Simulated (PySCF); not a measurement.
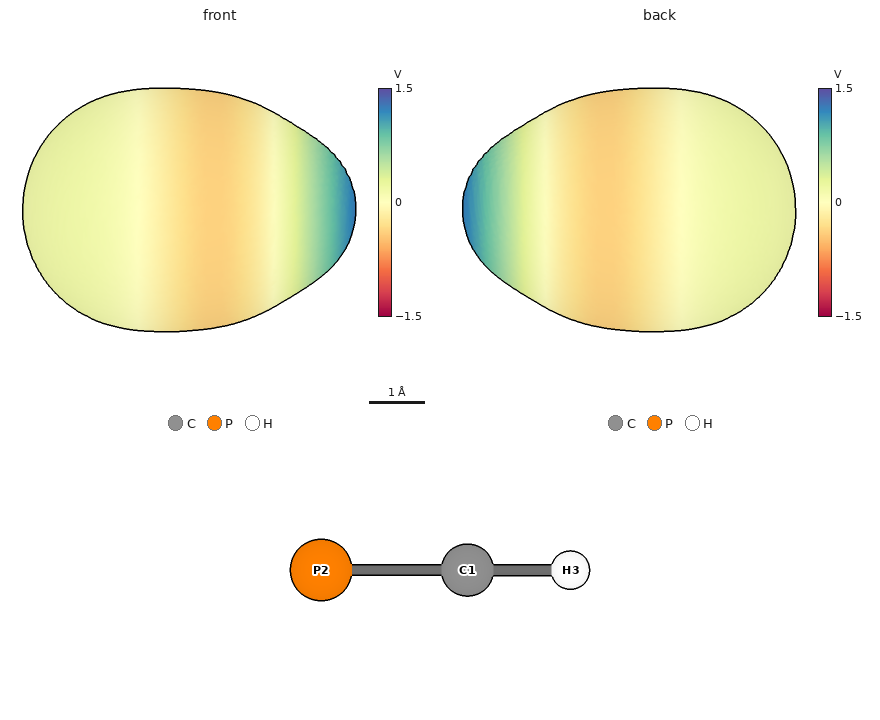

*CHP (SMILES C#P). The molecular electrostatic potential painted on the density surface at 0.001 e/bohr³, seen from the front and from behind; red is negative and blue positive. The bare structure is drawn below in the same view.*

Geometry: PBE0-D3(BJ)/def2-SVP.

Computed with PySCF, PBE0/pcSseg-1, SCF density, gas phase, non-relativistic.

```xyz
3

C    -0.1471    0.0504   -0.0132
P     1.3783    0.2442    0.0770
H    -1.2204   -0.0859   -0.0766
```

**Describe the electrostatic potential map.**

The most negative region (about −0.4 V) lies over C1 and P2, the most positive (about +1.3 V) over H3.

**What dipole moment does the calculation give?**

Its dipole moment is 0.47 D.
